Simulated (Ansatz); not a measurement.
## Fields on a plane of YOF (space group R-3m)

```xyz
6
Lattice="1.8688 1.0790 6.1912 -1.8688 1.0790 6.1912 0.0000 -2.1579 6.1912" Properties=species:S:1:pos:R:3 pbc="T T T"
Y      0.0000     0.0000    13.7778
Y      0.0000     0.0000     4.7957
O      0.0000     0.0000    11.5378
O      0.0000     0.0000     7.0356
F      0.0000     0.0000     2.4223
F      0.0000     0.0000    16.1512
```

The slice is a (-1 1 0 4) plane (indices of the conventional cell) through the point (0.130, 0.130, 0.130) (fractional), spanned by u = [1 0 -1] and v = [1 -1 1] in vectors of this cell: u (3.74 Å) and v (7.55 Å, at 90° to u). It covers one period; positions are fractions (u, v).

Atoms on it: O at (0.00, 0.48), 0.1 Å off the plane; O at (0.50, 0.75); F at (0.00, 0.00); F at (0.50, 0.23), 0.1 Å off the plane. Other atoms lie within 1 Å of the plane.

Computed with LDA (plane waves to 420 eV, PAW, scalar-relativistic; Ansatz, a first-principles code). k mesh 10×10×10. Inside the PAW spheres the values are not all-electron values, and peaks at nuclei hang on which shells count as valence. YOF is run without spin polarisation. YOF was relaxed with its symmetry unable to fall.

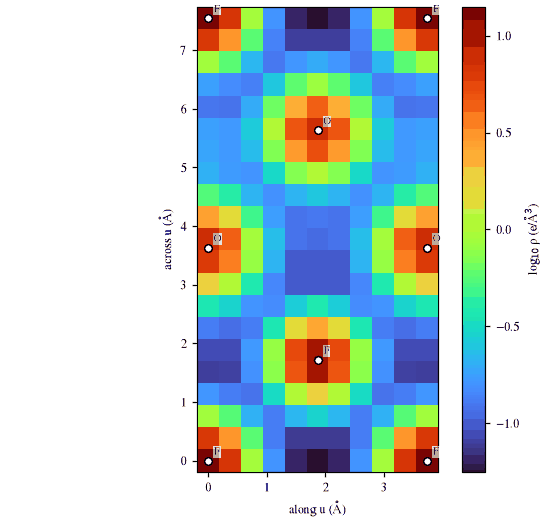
Figure. Log₁₀ of the valence density in e/Å³, one period of the plane, atoms marked. The scale is logarithmic, as a density can span decades between atoms and voids.

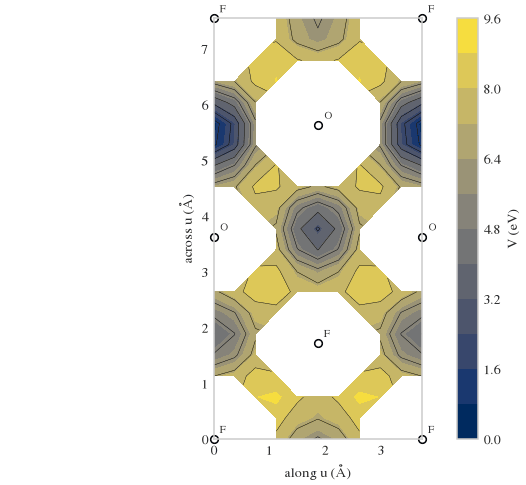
Fig. 1. Electrostatic potential energy of an electron, from the cell's mean, in eV, one period of the plane, atoms marked. Points within 0.9 Å of a nucleus are left white, as the pseudised field means little there. The zero, the cell's mean, hangs on the PAW cores.
